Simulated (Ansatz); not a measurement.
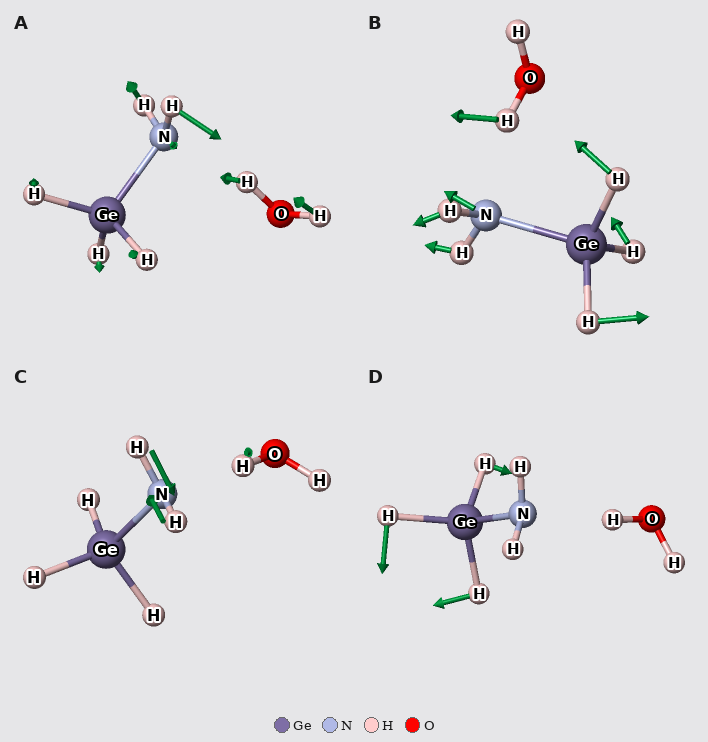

4 normal modes of one molecule or complex, as arrows. Harmonic vibrations computed with RKS PBE0-D4/def2-TZVP (Ansatz 0.2.0) at a stationary point of the same level.

Match the panels to the wavenumbers 219 cm⁻¹, 641 cm⁻¹, 886 cm⁻¹, 3543 cm⁻¹.

Answer. A: 219 cm⁻¹
B: 641 cm⁻¹
C: 3543 cm⁻¹, in-phase stretching of 2 N–H bonds
D: 886 cm⁻¹, H–Ge–H bending
